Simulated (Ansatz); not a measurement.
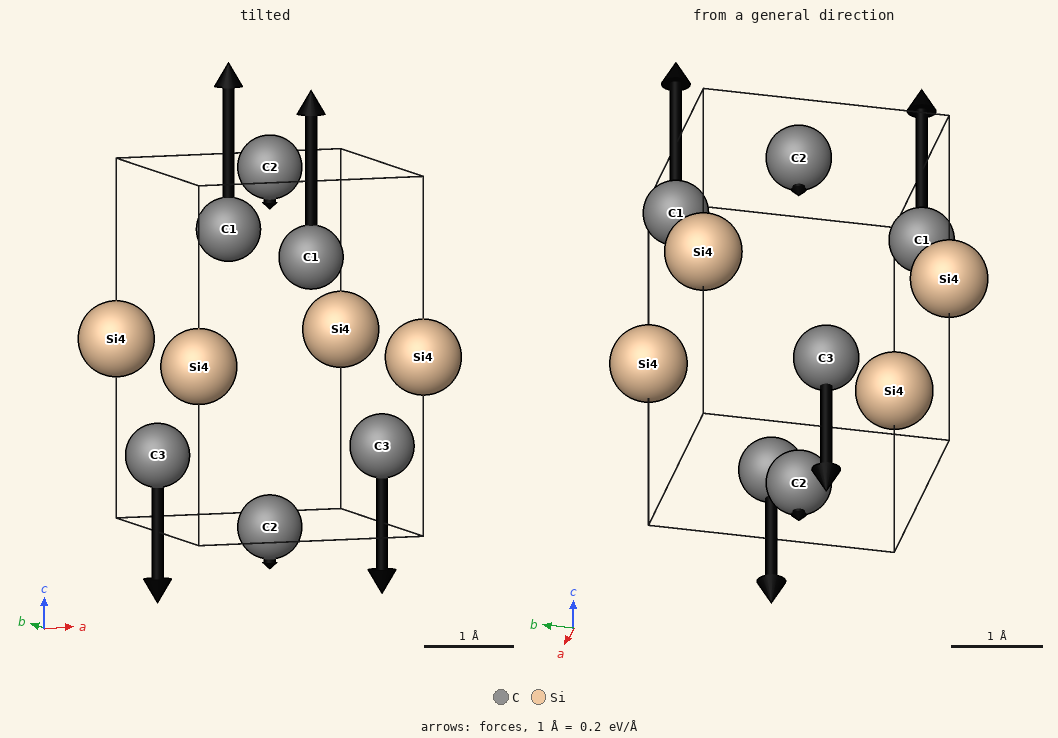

Shown here is a spheres-only view of the crystal, taken slightly off an axis and from a general direction. Atoms at the boundary of the simulation cell (the box) are drawn once for each face, edge or corner they touch. The arrows are the computed forces on the atoms.

System: SiC3. Level of theory and settings: DFT, HSE06, plane waves, PAW in Ansatz 0.2.0, a plane-wave cutoff of 420 eV, k-points on a 6×6×4 grid, no spin polarisation.

**Does the picture show a structure at its energy minimum?**

No. The atoms still feel forces of up to about 0.31 eV/Å, far above a usual threshold of 0.01 to 0.03 eV/Å.

It goes back to a structure type filled with these elements by a generator (whether the compound takes this form wasn't checked). The cell was then strained or its atoms displaced on purpose. An electronic-structure calculation with Ansatz was run on it.
